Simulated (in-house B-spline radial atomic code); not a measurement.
Se²⁺ (Z = 34, 32 electrons) in the configuration [Ar] 3d10 4s2 4p2 (high spin). Method: scalar-relativistic (spin-free one-electron X2C) LC-wPBE, spin-polarised, spherical density, exact exchange averaged over the configuration, Fermi nucleus, basis-set limit; computed with an in-house B-spline radial code. Radial functions and radii carry no picture-change correction.

```
Z = 34
electrons = 32.0
configuration = [Ar] 3d10 4s2 4p2
hamiltonian = x2c
method = lc_wpbe
spin_polarised = True
nucleus = fermi
rms_radius = 4.14
mass_number = 80
atomic_mass = 79.916521761
speed_of_light = 137.035999084
exact_exchange = averaged over the configuration
```

Launched within a batch that task.json describes:
```bash
python run_scf.py task.json out
```

Wanted: the number of electrons inside radius r (solid) and the radial density 4πr²ρ (dashed).

The count levels off at 32 electrons. Half of them lie within 0.466 bohr, 90 % within 1.41 bohr and 99 % within 2.85 bohr. The radial density has minima at 0.064 and 0.30 bohr, where the count stands at 2.1 and 11.0; these part the shells that the density resolves.

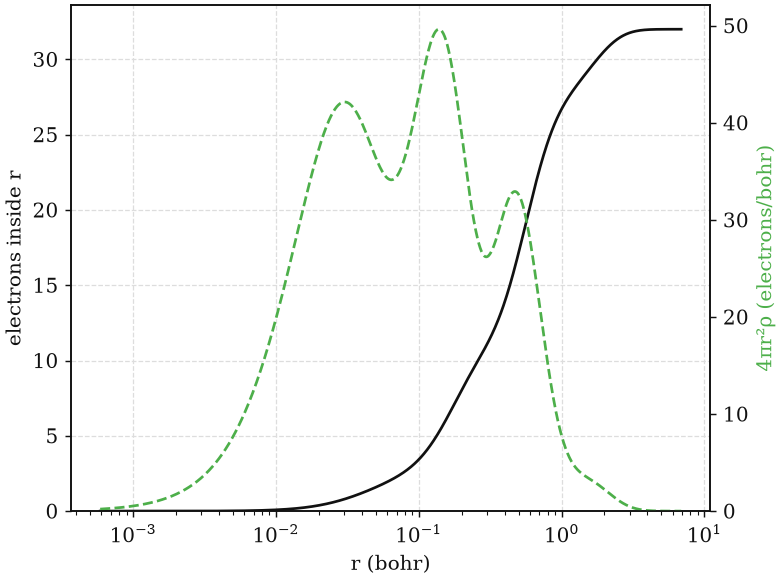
